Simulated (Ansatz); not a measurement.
Al2ClH4NO3···H3O (doublet)

Input

```
crystal:
  periodic: [false, false, false]
  atoms:
    - {symbol: Al, position_ang: [-1.310105, 0.058694, 0.560411]}
    - {symbol: O, position_ang: [-0.908001, -0.561180, -1.034014]}
    - {symbol: Al, position_ang: [-0.327676, 0.971828, -1.747662]}
    - {symbol: O, position_ang: [-0.829625, 1.707179, -0.048940]}
    - {symbol: O, position_ang: [1.410050, 0.770724, -1.741313]}
    - {symbol: Cl, position_ang: [-3.237781, -0.025892, 1.405789]}
    - {symbol: H, position_ang: [0.853013, -1.215957, 0.630896]}
    - {symbol: N, position_ang: [0.076490, -0.585505, 1.652615]}
    - {symbol: H, position_ang: [0.187273, -1.300259, -0.824807]}
    - {symbol: O, position_ang: [1.159986, -1.622970, -0.373827]}
    - {symbol: H, position_ang: [-1.221019, 2.560297, 0.133728]}
    - {symbol: H, position_ang: [1.967919, 1.302004, -2.307763]}
    - {symbol: H, position_ang: [0.626220, 0.137876, 2.102605]}
    - {symbol: H, position_ang: [-0.190185, -1.239082, 2.379779]}
    - {symbol: H, position_ang: [1.743442, -0.957658, -0.787496]}
basis:
  gaussian: {orbitals: def2-TZVPP}
magnetization: {spin_polarized: true, initial_magnetization: 1}
hamiltonian: {xc: pbe0, dispersion: d4}
output: {orbitals: {seedname: orbitals}}
```

Run with:

```sh
ansatz run in.yaml --threads 4 --pin off --events-out ev --progress --plain --max-ram 66560MiB --backend cuda --devices 0, --max-vram 37GiB
```

A transition-state structure; geometry: PBE0-D4/def2-TZVP.

The calculation used UKS PBE0-D4/def2-TZVPP in Ansatz 0.2.0.

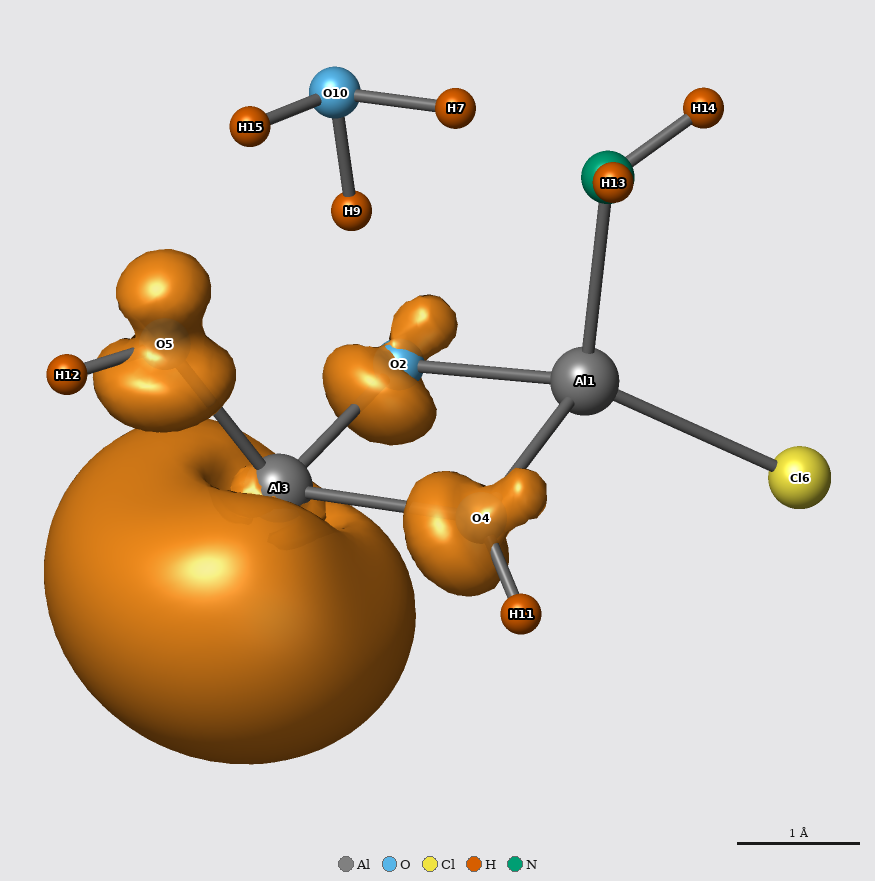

Figure 1. Isosurfaces of the spin density at +0.015 (orange) and −0.015 e/Å³ (purple), seen across its widest extent.

Question: Which atoms carry the spin?

Answer: The unpaired spin (1 electron) lies mostly on Al3 (about 0.8), in electrons by Hirshfeld's partition.

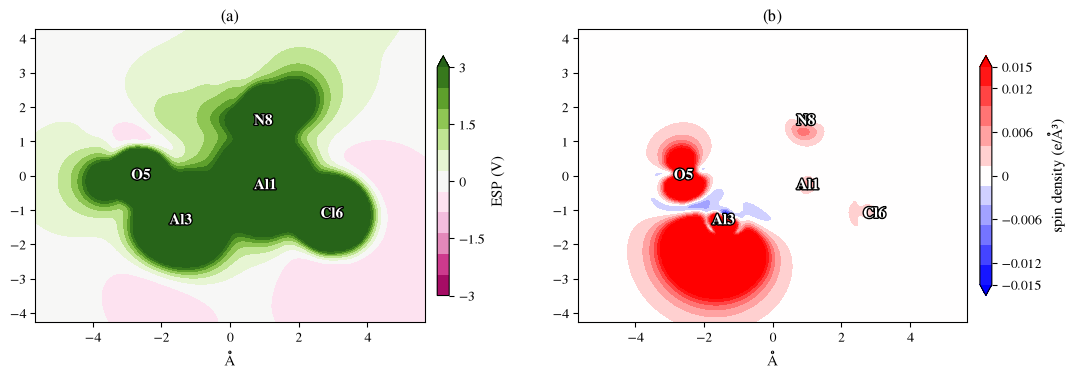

Figure 2. (a) electrostatic potential; (b) spin density (α minus β) on the plane of atoms Cl6, Al1 and N8.

Question: Interpret the plot.

Answer: Atoms in the plane: Al, O, Cl and N. The unpaired spin (1 electron) lies mostly on Al3 (about 0.8), in electrons by Hirshfeld's partition. Outside the dense part of the complex the potential is most negative (−0.8 V) near Cl6.

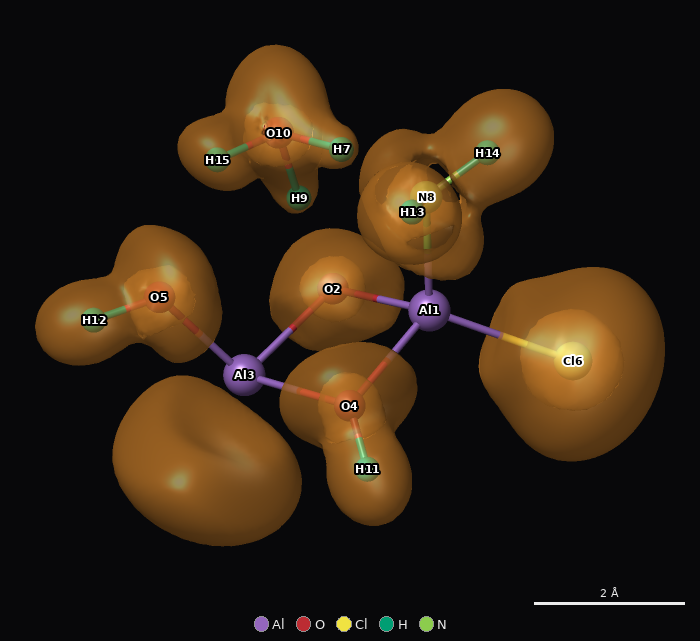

Figure 3. Isosurface of the electron localisation function at 0.75 (orange), seen across its widest extent. Only the valence region is drawn (cores and ρ < 0.01 e/Å³ removed).

Question: Where are the electrons localised?

Answer: The surface consists of one region on Cl in which the atom's valence shell and bonds are merged, one lobe on Al, pointing away from the bonds (non-bonding electrons), one region wrapped around O (its valence shell), one joined region spread over several atoms (H, N), in which their bonds and any lone pairs are merged and three joined regions spread over several atoms (H, O), in which their bonds and any lone pairs are merged.


O2···H9 (1.34 Å): the ELF peaks at about 0.85 between the atoms. Al–O (1.75 Å): the ELF peaks at about 0.90 in the valence shell of O, 0.7 Å from its nucleus, and is about 0.35 at the midpoint.
